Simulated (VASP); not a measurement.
Band structure of ZrC (rock salt). Computed with TPSS meta-GGA, VASP's PBE PAW potentials (set 64) (plane waves; VASP).

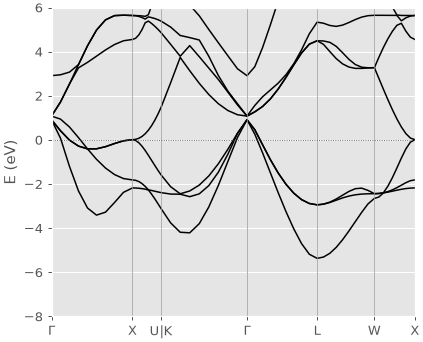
Figure. Bands along high-symmetry lines, zero at the valence-band maximum or, without a gap, the Fermi level

Read the plot: is there a gap, and where are the band edges?

It has no gap at this level: it comes out as a metal or semimetal.

The compound is ZrC in the rock salt structure. It was relaxed first.
